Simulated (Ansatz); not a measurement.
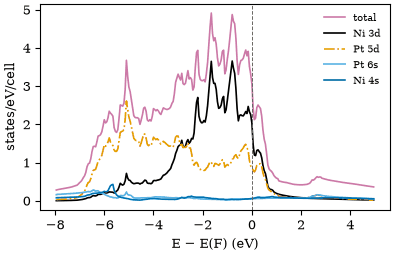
Fig. 1. Total and projected density of states of NiPt (L1₀ or tetragonal B2, space group No. 123), plane-wave PAW PBEsol (Ansatz code)

**Question.** Which orbitals carry the states next to the Fermi level?

**Answer.** Within 0.5 eV of the Fermi level: Ni 3d 59 %, Pt 5d 36 %. Projections are on Löwdin-orthogonalised atomic valence shells; empty p or d shells of many metals are not among them.

**Question.** Where is the tallest occupied peak in this window, and what makes it?

**Answer.** Near -1.6 eV, about 4.9 states/eV per cell; the largest projected share is Ni 3d.

Space group P4/mmm (L1₀ or tetragonal B2). The first step of the workflow began from a Materials Project structure, measured or hypothetical; the Crystallography Open Database copy checked does not list it. With Ni and Pt taken as one species the cell has the higher symmetry I4/mmm, so it may be an ordered model of a mixed-site phase. Whether it is the stable phase at ambient conditions was not checked. Symmetry was held in the PBEsol relaxation; whether a distortion lowers the energy is not shown. Magnetic state: ferromagnetic, chosen from 5 collinear starts compared on coarse meshes (ties went to the first, and starts can fall back to one state), not a proven ground state. Spin–orbit coupling is left out wherever it is not named.

Potentials: the later of the program's two PAW sets.
